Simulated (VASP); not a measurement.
Band structure of ReTe$_{2}$. Computed with PBE GGA, VASP's PBE PAW potentials (set 64) (plane waves; VASP).

The cell holds a wide vacuum, so values per volume refer to the whole cell. Unless said otherwise, spin-orbit coupling is left out, though it shifts the bands of the heavy elements here.

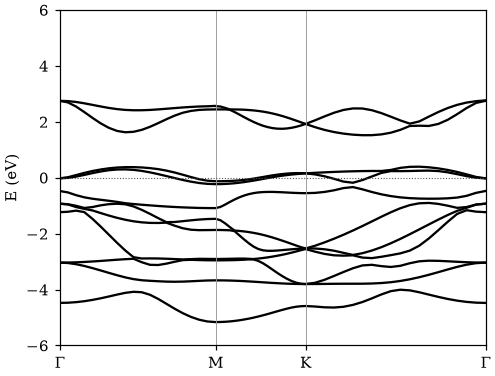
Bands along high-symmetry lines, zero at the valence-band maximum or, without a gap, the Fermi level

Problem. Read the plot: is there a gap, and where are the band edges?

Solution. It has no gap at this level: it comes out as a metal or semimetal.

The cell is a sheet with vacuum, built from a generated structure.
